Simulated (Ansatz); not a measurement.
# C2H5FO2: geometry relaxation (part 2 of 2)

Continued. System: C2H5FO2, SMILES CC(O)(O)F. Method: RKS B3LYP-D4/def2-SVPD (Ansatz 0.2.0). It belongs to a series of runs on one base structure; here: end point A relaxed.

Geometry of the input (Å):
```
C  -0.6129  -0.9518  -0.3982
C  0.1704  0.2349  0.1045
O  1.1726  -0.2076  0.9252
O  0.7636  1.0238  -0.9430
F  -0.5700  1.0689  0.8381
H  -1.4842  -0.5238  -1.0329
H  -0.0309  -1.5859  -1.0150
H  -1.0474  -1.4659  0.4116
H  1.1790  0.4345  1.7205
H  0.5429  1.9217  -0.6079
```

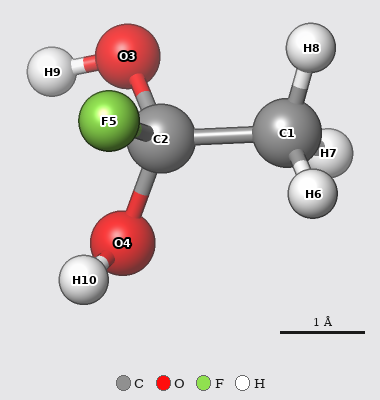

Figure 1. The geometry at step 15 of the log (ball-and-stick view, seen at a tilt; atoms are numbered from 1 in the order of the input).

## Trajectory as extended XYZ, continued
```
10
Properties=species:S:1:pos:R:3:forces:R:3 step=7 energy=-8961.21590
C    -0.6539   -0.9343   -0.4249   -0.0245   0.0108  -0.0035
C     0.0939    0.2370    0.1657    0.0045   0.0128   0.0031
O     0.9937   -0.2237    1.0993    0.0958   0.0702   0.0855
O     0.6811    1.0006   -0.8325    0.0320   0.0653   0.0218
F    -0.8127    1.0901    0.8294   -0.0029  -0.0071  -0.0104
H    -1.4447   -0.5628   -1.0852   -0.0006  -0.0027   0.0013
H     0.0454   -1.5514   -1.0012    0.0048   0.0037  -0.0015
H    -1.0875   -1.5328    0.3836   -0.0011  -0.0048   0.0022
H     1.5510    0.5005    1.4211   -0.0871  -0.0902  -0.0784
H     0.7169    1.9257   -0.5524   -0.0209  -0.0579  -0.0201
10
Properties=species:S:1:pos:R:3:forces:R:3 step=8 energy=-8961.21311 accepted=F
C    -0.6529   -0.9314   -0.4251    0.0094   0.0487   0.0425
C     0.0999    0.2336    0.1780   -0.1111  -0.0751  -0.0366
O     0.9822   -0.2271    1.1224    0.0023  -0.0414   0.0774
O     0.7203    0.9923   -0.8010    0.1159  -0.5723  -0.3277
F    -0.8128    1.0954    0.8203   -0.0278   0.0240   0.0101
H    -1.4469   -0.5492   -1.0752   -0.0002  -0.0071  -0.0102
H     0.0430   -1.5413   -1.0128    0.0076   0.0030  -0.0052
H    -1.0838   -1.5407    0.3773    0.0011   0.0033  -0.0015
H     1.5551    0.4986    1.3986    0.0917  -0.0034   0.0556
H     0.6790    1.9187   -0.5797   -0.0890   0.6203   0.1956
10
Properties=species:S:1:pos:R:3:forces:R:3 step=9 energy=-8961.21785
C    -0.6532   -0.9329   -0.4249   -0.0058   0.0131   0.0181
C     0.0965    0.2357    0.1703   -0.0122  -0.0190  -0.0095
O     0.9849   -0.2254    1.1136    0.0593   0.0312   0.0335
O     0.7004    0.9968   -0.8211    0.0378  -0.0214  -0.0004
F    -0.8124    1.0945    0.8212   -0.0298   0.0176   0.0008
H    -1.4448   -0.5582   -1.0821   -0.0050   0.0013  -0.0074
H     0.0453   -1.5477   -1.0045    0.0025   0.0014  -0.0013
H    -1.0866   -1.5345    0.3819    0.0021  -0.0026  -0.0038
H     1.5599    0.4942    1.4087   -0.0281  -0.0476  -0.0311
H     0.6931    1.9264   -0.5603   -0.0208   0.0260   0.0011
10
Properties=species:S:1:pos:R:3:forces:R:3 step=10 energy=-8961.22097
C    -0.6521   -0.9288   -0.4244    0.0063   0.0101   0.0372
C     0.0992    0.2340    0.1810    0.0263   0.0031  -0.0073
O     0.9664   -0.2275    1.1422    0.0137   0.0029   0.0064
O     0.7417    0.9880   -0.7944    0.0489  -0.1554  -0.0459
F    -0.8154    1.1078    0.8040   -0.0289   0.0067   0.0012
H    -1.4490   -0.5483   -1.0718   -0.0019   0.0005  -0.0101
H     0.0452   -1.5338   -1.0157    0.0012   0.0027  -0.0007
H    -1.0779   -1.5430    0.3770   -0.0094  -0.0008  -0.0032
H     1.5791    0.4770    1.3927   -0.0085  -0.0308  -0.0102
H     0.6459    1.9232   -0.5878   -0.0477   0.1610   0.0324
10
Properties=species:S:1:pos:R:3:forces:R:3 step=11 energy=-8961.22146
C    -0.6486   -0.9224   -0.4229    0.0101   0.0382   0.0481
C     0.1096    0.2309    0.1980   -0.0986  -0.1593  -0.0552
O     0.9510   -0.2380    1.1744    0.1219   0.1920  -0.0166
O     0.7966    0.9803   -0.7524   -0.0837   0.6061   0.0660
F    -0.8134    1.1162    0.7924   -0.0192   0.0308   0.0199
H    -1.4400   -0.5278   -1.0691   -0.0028  -0.0115  -0.0155
H     0.0468   -1.5253   -1.0187    0.0015   0.0017   0.0051
H    -1.0838   -1.5434    0.3691   -0.0044   0.0134  -0.0122
H     1.5996    0.4559    1.3672   -0.0322  -0.1591   0.0558
H     0.5652    1.9224   -0.6352    0.1075  -0.5524  -0.0954
10
Properties=species:S:1:pos:R:3:forces:R:3 step=12 energy=-8961.22603
C    -0.6486   -0.9218   -0.4227    0.0036   0.0150   0.0176
C     0.1081    0.2326    0.1946   -0.0264  -0.0720  -0.0074
O     0.9583   -0.2373    1.1649    0.0412   0.0842  -0.0434
O     0.7819    0.9885   -0.7616    0.0086   0.1147   0.0587
F    -0.8133    1.1126    0.8005   -0.0047   0.0162   0.0005
H    -1.4311   -0.5321   -1.0829    0.0031  -0.0014  -0.0014
H     0.0511   -1.5332   -1.0048   -0.0024  -0.0006   0.0055
H    -1.0954   -1.5330    0.3701    0.0000   0.0065  -0.0043
H     1.6064    0.4503    1.3733   -0.0227  -0.0654   0.0144
H     0.5655    1.9221   -0.6286   -0.0005  -0.0970  -0.0402
10
Properties=species:S:1:pos:R:3:forces:R:3 step=13 energy=-8961.23732
C    -0.6429   -0.9064   -0.4236    0.0530   0.0510  -0.0174
C     0.1306    0.2275    0.2115    0.0835   0.2123   0.0310
O     0.9807   -0.2685    1.1602   -0.0524  -0.1189  -0.0122
O     0.8322    1.0189   -0.7026   -0.1453   0.2767   0.0045
F    -0.7883    1.1064    0.8309   -0.0373  -0.0453   0.0295
H    -1.3883   -0.4985   -1.1141   -0.0297   0.0036  -0.0067
H     0.0568   -1.5441   -0.9762   -0.0019  -0.0097  -0.0014
H    -1.1362   -1.4953    0.3587   -0.0050   0.0030  -0.0075
H     1.6223    0.4105    1.4047    0.0120   0.0656  -0.0246
H     0.4162    1.8984   -0.7466    0.1230  -0.4382   0.0048
10
Properties=species:S:1:pos:R:3:forces:R:3 step=14 energy=-8961.23697 accepted=F
C    -0.6386   -0.8969   -0.4246    0.0001   0.0113   0.0027
C     0.1373    0.2293    0.2212    0.0518   0.0821  -0.0366
O     0.9849   -0.2776    1.1640   -0.0221  -0.0616   0.0032
O     0.8461    1.0207   -0.6865   -0.4372   0.7596   0.0058
F    -0.7842    1.1041    0.8441    0.0083  -0.0318   0.0163
H    -1.3773   -0.4829   -1.1198   -0.0109  -0.0016   0.0033
H     0.0609   -1.5391   -0.9727   -0.0075   0.0047   0.0011
H    -1.1434   -1.4844    0.3519   -0.0049   0.0027  -0.0178
H     1.6274    0.3995    1.4134    0.0058   0.0491  -0.0176
H     0.3700    1.8762   -0.7881    0.4167  -0.8145   0.0397
10
Properties=species:S:1:pos:R:3:forces:R:3 step=15 energy=-8961.24217
C    -0.6408   -0.9008   -0.4243    0.0206   0.0218  -0.0080
C     0.1338    0.2292    0.2168    0.0385   0.0864   0.0195
O     0.9827   -0.2722    1.1630   -0.0250  -0.0615  -0.0073
O     0.8389    1.0189   -0.6933   -0.1127   0.2515   0.0200
F    -0.7871    1.1043    0.8388   -0.0084  -0.0226   0.0127
H    -1.3855   -0.4900   -1.1149   -0.0125   0.0034  -0.0002
H     0.0584   -1.5389   -0.9775   -0.0042  -0.0006  -0.0004
H    -1.1380   -1.4918    0.3541   -0.0024   0.0053  -0.0084
H     1.6232    0.4088    1.4076    0.0047   0.0322  -0.0150
H     0.3976    1.8812   -0.7675    0.1014  -0.3158  -0.0129
10
Properties=species:S:1:pos:R:3:forces:R:3 step=16 energy=-8961.25196
C    -0.6373   -0.8880   -0.4248    0.0208   0.0250  -0.0244
C     0.1374    0.2323    0.2358    0.0278   0.0639  -0.0004
O     0.9797   -0.2770    1.1804    0.0495  -0.0593  -0.0249
O     0.8591    1.0323   -0.6513   -0.1007   0.1651  -0.0081
F    -0.7865    1.1008    0.8579   -0.0725   0.0115   0.0365
H    -1.3741   -0.4684   -1.1191   -0.0096   0.0069   0.0039
H     0.0653   -1.5221   -0.9780   -0.0030  -0.0062  -0.0025
H    -1.1471   -1.4874    0.3390    0.0033   0.0177   0.0072
H     1.6417    0.3927    1.4007   -0.0189   0.0128   0.0119
H     0.3448    1.8336   -0.8376    0.1033  -0.2373   0.0009
10
Properties=species:S:1:pos:R:3:forces:R:3 step=17 energy=-8961.25616
C    -0.6258   -0.8584   -0.4396   -0.1729  -0.1589   0.2562
C     0.1503    0.2419    0.2541    0.0285  -0.3405  -0.1686
O     1.0158   -0.3037    1.1587   -0.0921   0.1221   0.0400
O     0.8661    1.0482   -0.6170   -0.1275   0.5269  -0.0206
F    -0.7772    1.0773    0.9241    0.1533  -0.0307  -0.0930
H    -1.3628   -0.4431   -1.1383    0.0652   0.0768   0.0295
H     0.0664   -1.5167   -0.9798    0.0110   0.0880   0.0286
H    -1.1502   -1.4378    0.3309   -0.0382  -0.0725  -0.0743
H     1.6210    0.3924    1.4524    0.0163  -0.0553   0.0137
H     0.2795    1.7488   -0.9424    0.1564  -0.1560  -0.0117
10
Properties=species:S:1:pos:R:3:forces:R:3 step=18 energy=-8961.25997
C    -0.6242   -0.8351   -0.4346    0.0162  -0.0515  -0.0006
C     0.1581    0.2523    0.2734   -0.0405   0.0874  -0.1398
O     1.0279   -0.3207    1.1595   -0.0030   0.2744  -0.1741
O     0.8635    1.1153   -0.5767   -0.4161  -0.0154   0.1667
F    -0.7759    1.0464    0.9893    0.2137  -0.0093  -0.1579
H    -1.3562   -0.4050   -1.1291    0.0364   0.0621   0.0093
H     0.0767   -1.4746   -0.9833   -0.0081   0.0074  -0.0354
H    -1.1549   -1.4384    0.3108   -0.0049  -0.0069   0.0194
H     1.6230    0.3607    1.5052   -0.0400  -0.0206  -0.0314
H     0.2453    1.6479   -1.1116    0.2462  -0.3278   0.3440
10
Properties=species:S:1:pos:R:3:forces:R:3 step=19 energy=-8961.26521
C    -0.6268   -0.8243   -0.4377    0.0321  -0.0015   0.0605
C     0.1459    0.2599    0.2878    0.1524  -0.0369  -0.0549
O     0.9998   -0.3041    1.1909   -0.0457   0.0529  -0.0258
O     0.8866    1.1084   -0.5353   -0.2765  -0.1366   0.1249
F    -0.7913    1.0649    0.9778    0.0929  -0.0135  -0.1036
H    -1.4133   -0.3863   -1.0604   -0.0342   0.0664  -0.0489
H     0.0609   -1.4046   -1.0594    0.0738  -0.0096  -0.0668
H    -1.0853   -1.4937    0.2967   -0.0605   0.0045   0.0697
H     1.6147    0.3766    1.4955    0.0386   0.0117   0.0435
H     0.2919    1.5520   -1.1530    0.0270   0.0626   0.0016
10
Properties=species:S:1:pos:R:3:forces:R:3 step=20 energy=-8961.27303
C    -0.6282   -0.8417   -0.4349    0.0292   0.0233   0.0443
C     0.1516    0.2465    0.2758    0.0245  -0.0061  -0.0228
O     1.0115   -0.3039    1.1798   -0.0255   0.0128  -0.0097
O     0.8759    1.0854   -0.5622   -0.0094   0.0040   0.0227
F    -0.7794    1.0663    0.9570    0.0220  -0.0162  -0.0243
H    -1.3842   -0.3912   -1.0906    0.0117  -0.0146   0.0090
H     0.0686   -1.4438   -1.0298   -0.0259  -0.0117   0.0017
H    -1.1238   -1.4773    0.3093   -0.0066   0.0116  -0.0295
H     1.6185    0.3841    1.4868    0.0020  -0.0068   0.0062
H     0.2725    1.6245   -1.0882   -0.0221   0.0039   0.0023
10
Properties=species:S:1:pos:R:3:forces:R:3 step=21 energy=-8961.27360
C    -0.6264   -0.8427   -0.4343    0.0225   0.0439   0.0181
C     0.1539    0.2457    0.2745    0.0316  -0.0070   0.0052
O     1.0201   -0.3051    1.1712   -0.0025  -0.0031   0.0058
O     0.8687    1.0917   -0.5642   -0.0177  -0.0063   0.0189
F    -0.7758    1.0595    0.9655    0.0128  -0.0156  -0.0351
H    -1.3621   -0.3906   -1.1101   -0.0230  -0.0049  -0.0065
H     0.0695   -1.4633   -1.0098    0.0061  -0.0115  -0.0078
H    -1.1454   -1.4614    0.3064   -0.0144  -0.0033   0.0053
H     1.6236    0.3835    1.4837   -0.0035  -0.0018   0.0007
H     0.2569    1.6314   -1.0800   -0.0119   0.0097  -0.0045
10
Properties=species:S:1:pos:R:3:forces:R:3 step=22 energy=-8961.27375
C    -0.6259   -0.8423   -0.4338    0.0075  -0.0153  -0.0139
C     0.1563    0.2450    0.2731   -0.0235  -0.0045  -0.0050
O     1.0207   -0.3051    1.1717   -0.0005   0.0004  -0.0037
O     0.8692    1.0911   -0.5658    0.0081   0.0057  -0.0012
F    -0.7755    1.0591    0.9597    0.0010   0.0102   0.0091
H    -1.3637   -0.3929   -1.1103    0.0079   0.0032   0.0080
H     0.0688   -1.4655   -1.0088   -0.0041  -0.0053  -0.0039
H    -1.1465   -1.4604    0.3071    0.0024   0.0060   0.0048
H     1.6241    0.3833    1.4842    0.0012   0.0024   0.0023
H     0.2557    1.6365   -1.0742    0.0000  -0.0027   0.0036
10
Properties=species:S:1:pos:R:3:forces:R:3 step=23 energy=-8961.27378
C    -0.6253   -0.8434   -0.4342   -0.0024  -0.0025  -0.0066
C     0.1563    0.2444    0.2720    0.0095   0.0085   0.0016
O     1.0209   -0.3054    1.1705    0.0008   0.0018   0.0029
O     0.8697    1.0913   -0.5665   -0.0060  -0.0061   0.0027
F    -0.7753    1.0590    0.9588    0.0015  -0.0004   0.0006
H    -1.3631   -0.3928   -1.1094   -0.0021  -0.0010  -0.0017
H     0.0675   -1.4682   -1.0098   -0.0005   0.0008   0.0019
H    -1.1459   -1.4592    0.3086    0.0003  -0.0004  -0.0005
H     1.6223    0.3841    1.4850   -0.0006  -0.0015   0.0000
H     0.2560    1.6389   -1.0721   -0.0005   0.0007  -0.0010
```

## Summary

- outcome: converged
- total energy: −8961.2740 eV
- mean-field energy: −8961.0359 eV
- largest force (length of the vector) at the end: 0.013 eV/Å
- hardware: 2 threads of Intel Xeon (Sapphire Rapids), 16 GiB of memory available, shared host
- wall time: 75 s (CPU time 2.4 min)
- peak memory: 0.36 GiB
